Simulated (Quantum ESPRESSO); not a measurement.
Consider Nd2SeO2 (P-3m1).

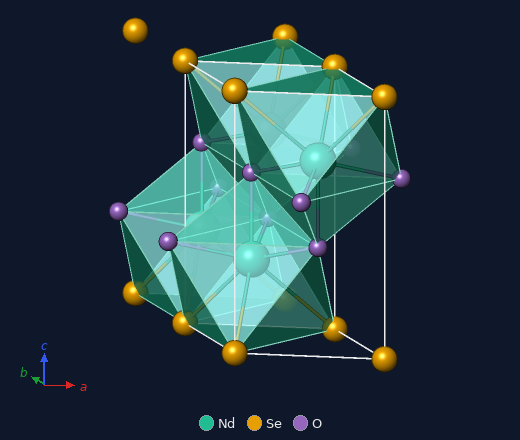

The structure (neodymium teal, selenium orange, oxygen purple). Bonds to atoms that aren't drawn are left out. 1×2×1 cells are drawn. Some periodic images of atoms are drawn too.

```cif
data_structure
_symmetry_space_group_name_H-M 'P 1'
_symmetry_Int_Tables_number 1
_cell_length_a 3.9750
_cell_length_b 3.9750
_cell_length_c 6.9850
_cell_angle_alpha 90.000
_cell_angle_beta 90.000
_cell_angle_gamma 120.000
_cell_volume 95.58
loop_
_atom_site_label
_atom_site_type_symbol
_atom_site_fract_x
_atom_site_fract_y
_atom_site_fract_z
_atom_site_occupancy
Nd1 Nd 0.66667 0.33333 0.71000 1
Nd2 Nd 0.33333 0.66667 0.29000 1
Se3 Se 0.00000 0.00000 0.00000 1
O4 O 0.66667 0.33333 0.38000 1
O5 O 0.33333 0.66667 0.62000 1
```

Absorber: atom 4, with 1 Nd at 2.31 Å and 3 Nd at 2.38 Å (distorted tetrahedral, site symmetry 3m). Method: Quantum ESPRESSO XSpectra, LDA, full core hole (charged cell), 15-atom cell with 6.9 Å between holes, 4×4×3 k points, dipole transitions, Lorentzian half width 0.3 eV up to 4 eV, rising linearly to 2.5 eV at 25 eV (counted from xe0, 0.9 eV below the zero used here), without spin-orbit coupling.

Q: Predict the near-edge structure at the O K edge.

Main maxima up to 24 eV above the zero (height): 0.8 eV (1.56), 3.1 eV (1.67), 4.0 eV (1.81) and 11.1 eV (0.97). A K edge sees empty p states on the absorber. The total-energy difference plus the lowest empty eigenvalue puts the zero at 534.36 eV. One term is added: -8.83 eV, since the hole is spin-paired here and a spin-polarised one costs that much less in the free atom (computed apart). The photon energy is then 525.53 eV. The functional and the charged cell's background leave an error in such absolute values: in the free atom LDA prices this hole 4.1 eV below PBE (computed apart), and PBE is itself good to a few eV.

The O K spectrum (energy from the lowest empty level; intensity scaled to a mean of 1 over the first 20 eV; the points at xe0, where the cut of filled states can leave a spike, are interpolated; polarised curves are means over the symmetry-equivalent atoms):

```csv
E (eV),isotropic,ε ⊥ c,ε ∥ c
-2.0,0.05,0.06,0.04
-0.5,0.17,0.20,0.10
1.0,1.36,1.65,0.79
2.5,1.41,1.23,1.78
4.0,1.81,1.98,1.47
5.5,1.20,1.30,1.01
7.0,0.87,0.84,0.92
8.5,0.88,0.81,1.02
10.0,0.96,0.98,0.93
11.5,0.97,0.99,0.91
13.0,0.87,0.87,0.87
14.5,0.80,0.81,0.78
16.0,0.81,0.82,0.78
17.5,0.79,0.79,0.79
19.0,0.78,0.78,0.79
20.5,0.77,0.77,0.77
22.0,0.76,0.76,0.75
23.5,0.75,0.74,0.76
25.0,0.73,0.72,0.74
26.5,0.71,0.71,0.70
28.0,0.68,0.69,0.67
29.5,0.66,0.66,0.66
31.0,0.64,0.63,0.67
```

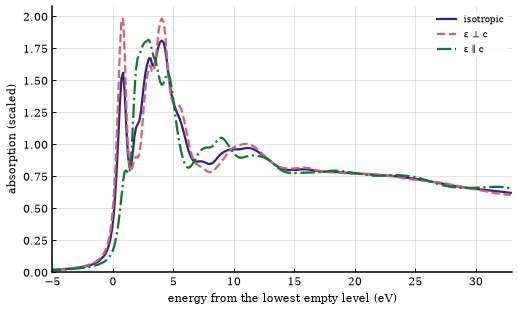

The O K edge.

The run has no spin polarisation, although Nd can carry a moment. Lanthanide 4f electrons are frozen in the core. Lifetime broadening is put in by hand, and intensities beyond about 20 eV depend on it and on the partial waves; weight that the partial waves miss at high energy is lost. The structure is a published determination, not relaxed.

[Banner, clock and machine lines of the logs are left out without a mark of their own.]

[Logs are printed without paths, hosts, clocks, repeated set-up lines and the standing remarks that a program may print on its own settings, such as how far it seeks lower states.]

[Hosts, paths, dates, database ids (printed as entryN), source tags and the programs' standing remarks are cut or masked in the printed files.]

[Lists of maxima count a maximum above −3 eV only where it reaches 4 % of the highest in the window and stands out from its surroundings by 2 % of it (1.5 % where it reaches 55 %); shoulders and weaker maxima are passed over, and of the rest the first, up to two pre-edge ones and the few strongest are named.]
